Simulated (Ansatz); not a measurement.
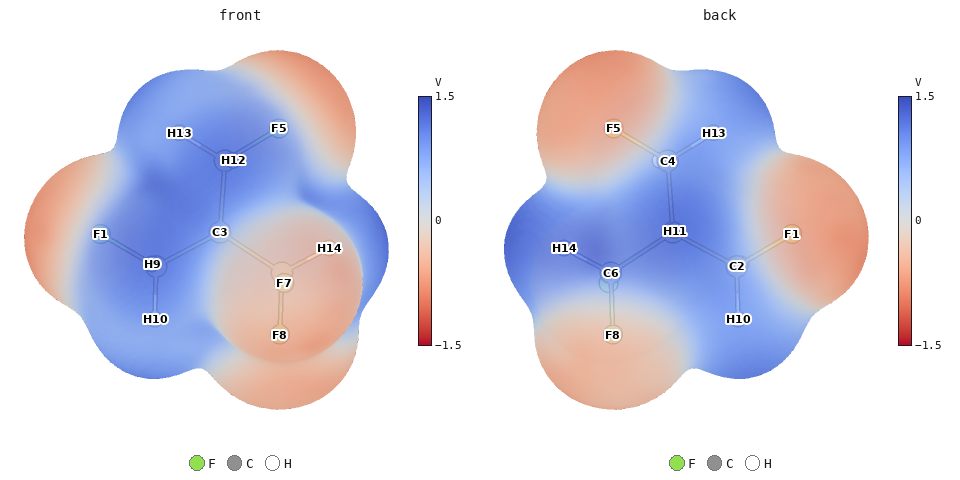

Figure. C4H6F4. The molecular electrostatic potential painted on the density surface at 0.002 e/bohr³, seen from the front and from behind; red is negative and blue positive.

Geometry: PBE0-D4/def2-TZVP.

Computed with RKS PBE0-D4/def2-TZVPP (Ansatz 0.2.0).

The calculation's input:

```
crystal:
  periodic: [false, false, false]
  atoms:
    - {symbol: F, position_ang: [0.662761, -1.856347, -1.407327]}
    - {symbol: C, position_ang: [-0.354883, -1.052576, -0.927599]}
    - {symbol: C, position_ang: [0.160721, -0.249174, 0.252010]}
    - {symbol: C, position_ang: [1.235178, 0.726570, -0.180979]}
    - {symbol: F, position_ang: [1.796702, 1.327342, 0.931387]}
    - {symbol: C, position_ang: [-0.966498, 0.468748, 0.961112]}
    - {symbol: F, position_ang: [-1.647201, 1.261518, 0.087011]}
    - {symbol: F, position_ang: [-1.855393, -0.428504, 1.460154]}
    - {symbol: H, position_ang: [-0.683500, -0.403443, -1.743598]}
    - {symbol: H, position_ang: [-1.183895, -1.695268, -0.626004]}
    - {symbol: H, position_ang: [0.596724, -0.944563, 0.976968]}
    - {symbol: H, position_ang: [0.818568, 1.514896, -0.815172]}
    - {symbol: H, position_ang: [2.025455, 0.204031, -0.722996]}
    - {symbol: H, position_ang: [-0.617638, 1.097671, 1.783734]}
basis:
  gaussian: {orbitals: def2-TZVPP}
hamiltonian: {xc: pbe0, dispersion: d4}
output: {orbitals: {seedname: orbitals}}
```

Launched as:

```sh
ansatz run in.yaml --threads 2 --pin off --events-out ev --progress --plain --max-ram 32768MiB --backend cuda --devices 0, --max-vram 18GiB
```

Which sites attract a positive test charge, and which a negative one?

A positive charge is drawn to the negative regions and a negative charge to the positive ones. The most negative region (about −0.8 V, or −18 kcal/mol for a unit charge) lies over F1 and F5, the most positive (about +1.2 V, or +28 kcal/mol for a unit charge) over C4, C6, H11 and H14.
